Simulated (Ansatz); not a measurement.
# Si$_{2}$NH$_{8}$F: single-point calculation

The run: single-point calculation of Si$_{2}$NH$_{8}$F. Method and program: RKS PBE0-D4/def2-TZVPP (Ansatz 0.2.0).

The geometry is the product side of a reaction. The reaction was set up to form Si1–F7 and Si2–H6 and to break Si1–Si2 and H6–F7 (atoms counted from 1 in the order of the input); sticks are drawn by distance alone. The geometry comes from this level: PBE0-D4/def2-TZVP.

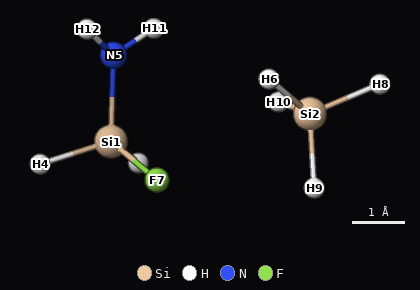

The input geometry (ball-and-stick view, seen at a tilt; atoms are numbered from 1 in the order of the input). Bond lengths as drawn: F–Si 1.61 Å, H–N 1.01 Å, H–Si 1.48 to 1.49 Å and N–Si 1.69 Å.

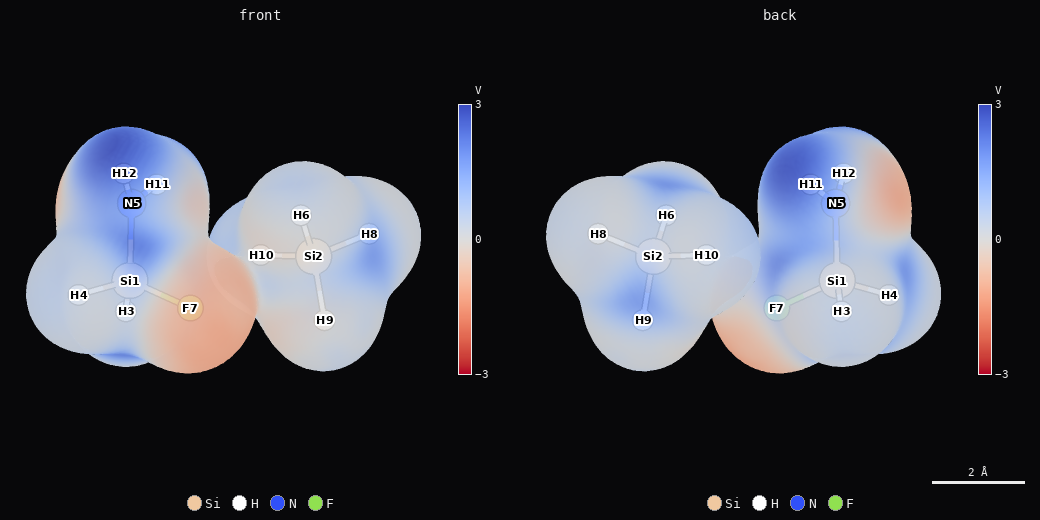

The electrostatic potential painted on the density surface at 0.004 e/bohr³, seen at a tilt and from behind; the colour scale runs from red (negative) to blue (positive). A positive charge is drawn to the negative regions and a negative charge to the positive ones.

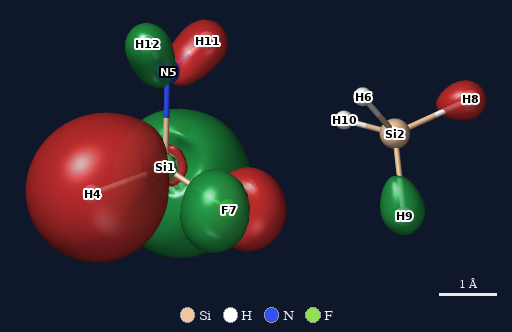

The HOMO−1 at ±0.08 Å⁻³ᐟ² (green and red are the two phases), seen face on. It lies mainly on Si1 (30 %), H4 (25 %), H3 (25 %) and F7 (15 %). Its energy is −9.41 eV.

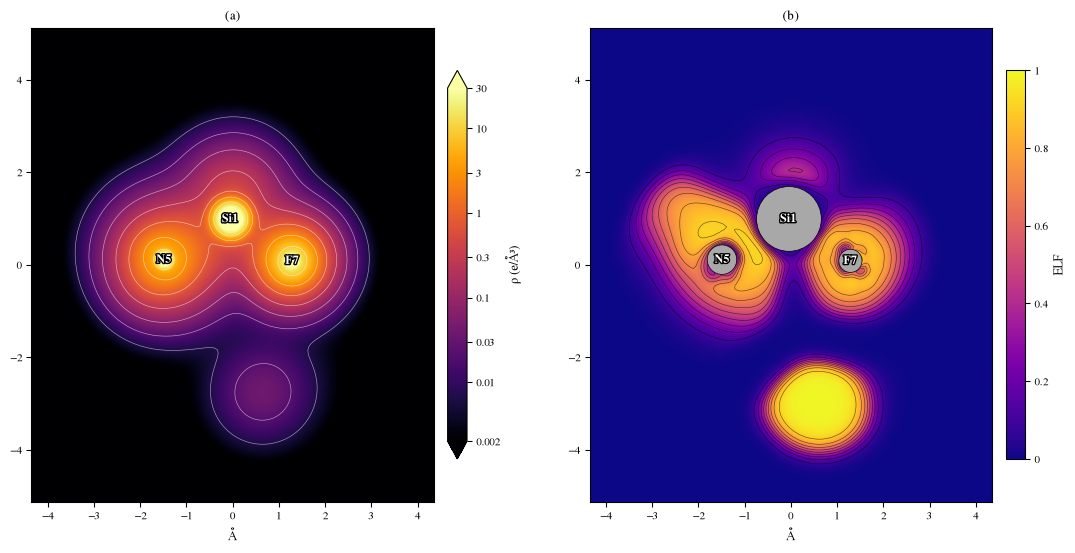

(a) electron density; (b) ELF on the plane of atoms N5, Si1 and F7. Grey discs, where drawn, cover atomic cores. Atoms in the plane: Si, N and F. Si–F (1.61 Å): ρ is about 1.2 e/Å³ halfway; the ELF peaks at about 0.85 between the atoms, which marks a shared but strongly polarised pair. Si–N (1.69 Å): ρ at the midpoint is about 1.2 e/Å³; the ELF peaks at about 0.90 between the atoms, which marks a polar covalent bond.

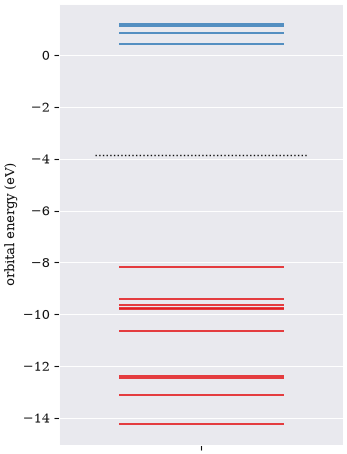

Orbital energies near the frontier; the dotted line parts filled from empty levels, and levels within 0.02 eV of each other stand side by side. Highest filled −8.17 eV, lowest empty 0.44 eV, 8.61 eV apart.

The input that produced these results follows, with the program's output.

**Input**
```yaml
crystal:
  periodic: [false, false, false]
  atoms:
    - {symbol: Si, position_ang: [-1.375770, 0.673164, -1.041390]}
    - {symbol: Si, position_ang: [1.141679, -1.424454, 1.431499]}
    - {symbol: H, position_ang: [-1.276349, -0.465417, -1.979499]}
    - {symbol: H, position_ang: [-2.547680, 1.545705, -1.272765]}
    - {symbol: N, position_ang: [0.027218, 1.613759, -1.177577]}
    - {symbol: H, position_ang: [1.131865, -0.048657, 1.985936]}
    - {symbol: F, position_ang: [-1.600657, 0.020948, 0.411184]}
    - {symbol: H, position_ang: [2.390547, -2.111060, 1.855046]}
    - {symbol: H, position_ang: [-0.031447, -2.189148, 1.915469]}
    - {symbol: H, position_ang: [1.124789, -1.359768, -0.053771]}
    - {symbol: H, position_ang: [0.938409, 1.194642, -1.261699]}
    - {symbol: H, position_ang: [0.077496, 2.550085, -0.812431]}
basis:
  gaussian: {orbitals: def2-TZVPP}
hamiltonian: {xc: pbe0, dispersion: d4}
output: {orbitals: {seedname: orbitals}}
```

Launched with:
```bash
ansatz run in.yaml --threads 4 --pin off --events-out ev --progress --plain --max-ram 9574MiB
```

**Log**
```
Functional definition: PBE0
  name "PBE0"
  cite "Adamo & Barone, J. Chem. Phys. 110, 6158 (1999) doi:10.1063/1.478522"
  cite "Perdew, Burke & Ernzerhof, Phys. Rev. Lett. 77, 3865 (1996) doi:10.1103/PhysRevLett.77.3865"
  parent pbe
  parameter a = 0.25
  parameter kappa = 0.804
  parameter beta = 0.06672455060314922
  exchange = (1 - a)*pbe_x(kappa = kappa, mu = beta*pi^2/3) + a*exact_x
  correlation = pbe_c(beta = beta)
1365 factors; their error is unknown
mean field evaluation 1: about -20079.0934 eV, gradient 6.3e1 eV
mean field evaluation 2: about -20071.5784 eV, gradient 8.5e1 eV
mean field evaluation 4: about -20085.8080 eV, gradient 2.1e0 eV
mean field evaluation 8: about -20085.8193 eV, gradient 2.0e-2 eV
mean field evaluation 16: about -20085.8650 eV, gradient 4.7e-5 eV
mean field -20085.86495046 eV, -738.1419222410 hartree, gradient 4.7e-5 eV, S^2 0.000000; 0 other end points of the search recorded, 0 dependent functions left out
reference -20085.86498860 eV, -738.1419236426 hartree; 26, 26 occupied and 232, 232 virtual orbitals, 1365 factors
Total energy: -20086.03859763 eV, -738.1483036569 hartree
```

**Results in brief**

```json
{"quantity": "outcome", "value": "converged"}
{"quantity": "total energy", "value": "−20086.0386 eV"}
{"quantity": "mean-field energy", "value": "−20085.8650 eV"}
{"quantity": "dispersion energy", "value": "−0.1736 eV"}
{"quantity": "SCF solution under orbital rotations", "value": "stable"}
{"quantity": "HOMO", "value": "−8.17 eV"}
{"quantity": "LUMO", "value": "0.44 eV"}
{"quantity": "hardware", "value": "4 threads of Arm Neoverse V2, 23 GiB of memory available, shared host"}
{"quantity": "wall time", "value": "2.7 s (CPU time 9.9 s)"}
{"quantity": "peak memory", "value": "0.61 GiB"}
```
